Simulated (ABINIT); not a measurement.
**HfO2 (Fm-3m): how ε∞ follows the gap**

The empty bands of HfO2 (Fm-3m) are shifted up rigidly by Δ, and ε∞ is computed for each shift.

The structure is cubic, space group Fm-3m (No. 225). The conventional cell has a = 5.115 Å, b = 5.115 Å, c = 5.115 Å, α = 90.00°, β = 90.00°, γ = 90.00°. Hf on site a is surrounded by 8 O at 2.21 Å. Around O on site c lie 4 Hf at 2.21 Å.

Method: ABINIT 10.8.3, LDA, independent particles, k-mesh 11×11×11, Lorentzian half width 0.04 eV.

Launch of the response step: `optic optic.abi`. The series took 1.8 min in all, its band step included, on 4 threads of Arm Neoverse N1 (shared host).

| Δ (eV) | ε∞ |
| --- | --- |
| 0.00 | 5.335 |
| 0.40 | 5.135 |
| 0.80 | 4.955 |
| 1.20 | 4.791 |
| 1.60 | 4.642 |
| 2.00 | ? |

With one effective transition at E₀ and fixed dipole strength, ε∞ − 1 = A/(E₀ + Δ), so 1/(ε∞ − 1) is linear in Δ.

Working, on the rows shown:

| x = Δ (eV) | y = 1/(ε∞ − 1) |
| --- | --- |
| 0 | 0.230681 |
| 0.4 | 0.241838 |
| 0.8 | 0.252845 |
| 1.2 | 0.263783 |
| 1.6 | 0.274574 |

Means: x̄ = 0.8, ȳ = 0.25274. Σ(x − x̄)(y − ȳ) = 0.04389, Σ(x − x̄)² = 1.6. Slope = 0.04389 / 1.6 = 0.02743; intercept = ȳ − slope · x̄ = 0.2308. Turned back into ε∞, the line misses the rows shown by at most 0.0022.

Problem. What does the fit predict for the withheld row, and how well does it do?

Solution. At x = 2 the line gives y = 0.28566, that is 4.501. The run gave 4.505, so the extrapolation is off by 0.0044, 0.5 % of the range in the table.

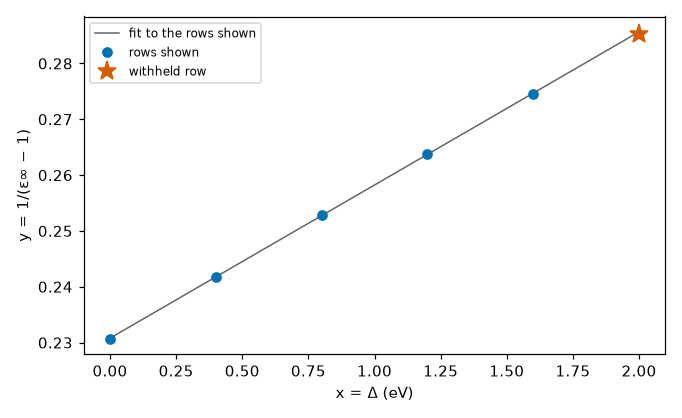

Refitted with all rows, the slope is 0.02731 and the intercept 0.23087. These give E₀ = intercept/slope = 8.5 eV, far above the least direct gap of 3.72 eV: most of the screening comes from transitions well over the edge. Over the first step ε∞ falls by 9 % per eV. Excitons are left out and so are local fields; LDA gaps are as a rule too small. The values come from a sum over the points of one k-mesh and carry its error, which grows as the direct gap shrinks. Spin-orbit coupling is left out.
